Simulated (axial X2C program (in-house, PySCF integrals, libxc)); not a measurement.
# A two-component session on GaCo: properties at the nuclei

Wanted for GaCo: properties at the nuclei, at the two-component level.

The runs use an in-house X2C program for linear molecules on PySCF integrals; two-component X2C with atomic mean-field terms, Ga dyall-cv3z, Co dyall-cv3z.

All values are calculated.

## 1. Input

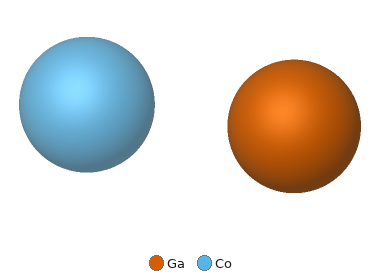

The two atoms at 2.350 Å (gallium orange, cobalt blue).

Contents of task.json:

```json
{"zs": [31, 27], "q": 0, "bas": ["dyall-cv3z", "dyall-cv3z"], "r0": 2.35, "levels": ["PBE0", "HF", "BP86", "LDA", "PBE50"], "nst": 3}
```

Keys: zs atomic numbers; q charge; bas basis sets; r0 starting distance in Å; levels methods (HF also brings MP2); nst determinants followed.

The run is started by

```console
python soeom.py task.json out
```

Further steps of the session: Expectation values, lowest determinant; Expectation values, a higher determinant; Expectation values, a higher determinant.

Before running it: what results should come out? Wanted: lowest determinant; Eeff magnitude; Ws magnitude Ga; A∥/gI Ga; qzz Ga; higher determinant (for each run or level that gives them).

As calculated:

```
                                        quantity                                            value
                              lowest determinant   Ω = 3 (excess of +ω over −ω: ω = 1/2, ω = 5/2)
                    Eeff magnitude (GV/cm), PBE0                                             0.29
                     Ws magnitude Ga (kHz), PBE0                                           0.0121
                            A∥/gI Ga (MHz), PBE0                                             12.9
                             qzz Ga (a.u.), PBE0                                            -2.79
                              higher determinant  Ω = 1 (excess of +ω over −ω: ω = -1/2, ω = 3/2)
Eeff magnitude (GV/cm), PBE0, higher determinant                                            0.287
 Ws magnitude Ga (kHz), PBE0, higher determinant                                           0.0361
        A∥/gI Ga (MHz), PBE0, higher determinant                                            -47.5
         qzz Ga (a.u.), PBE0, higher determinant                                            -2.80
                              higher determinant   Ω = 4 (excess of +ω over −ω: ω = 3/2, ω = 5/2)
Eeff magnitude (GV/cm), PBE0, higher determinant                                            0.189
 Ws magnitude Ga (kHz), PBE0, higher determinant                                           0.0104
        A∥/gI Ga (MHz), PBE0, higher determinant                                             25.7
         qzz Ga (a.u.), PBE0, higher determinant                                            -2.85
```

**Reading.** In the first state, the effective field runs from 0.137 to 1.64 GV/cm over the mean-field levels, so the levels don't agree on it. The expectation values come from single determinants, which for open shells can mix terms of unlike spin or miss the lowest Ω, so a determinant need not be a state. Eeff is the effective electric field on the electron dipole moment in this Ω state and Ws the scalar–pseudoscalar constant (defined with the proton number Z and per Ω); A∥ is the parallel hyperfine constant, which follows by multiplying with the nuclear g factor gI = μI/(I μN); qzz is the electric field gradient, eQq0 = 234.96 MHz × Q/barn × qzz; μ is positive if Co is the positive end. The operators were transformed with the bare-nucleus X2C matrices.
